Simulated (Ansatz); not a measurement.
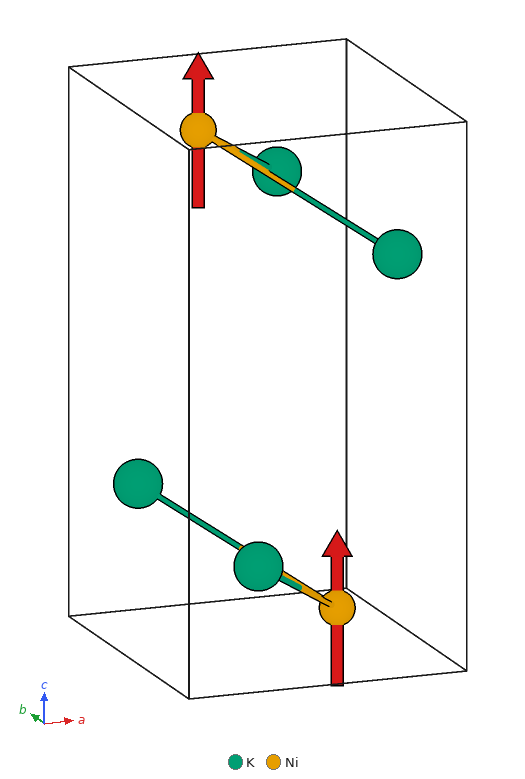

View slightly off an axis, drawn as a ball-and-stick model. Lines trace the edges of the simulation cell. Arrows are the site magnetic moments above 0.25 μB; longer means larger, and red and blue are up and down (without spin-orbit coupling the axis itself is arbitrary).

This is the state reached for KNi. Results below were computed with Ansatz 0.2.0, DFT PBE, scalar-relativistic, plane waves, PAW; the settings were a 420 eV plane-wave basis, Brillouin-zone sampling on a 12×10×6 mesh, Gaussian smearing of 0.1 eV, collinear spins.

Q: What order do the moments form, and how large are they?

A: Ferromagnetic (within this cell). Site moments: 2 Ni +0.5 μB. The net spin moment of the whole cell is 0.9 μB.

The cell started as a textbook structure type filled with these elements (whether it is the usual form wasn't checked). The structure drawn was relaxed with DFT PBE, scalar-relativistic, plane waves, PAW (Ansatz 0.2.0).
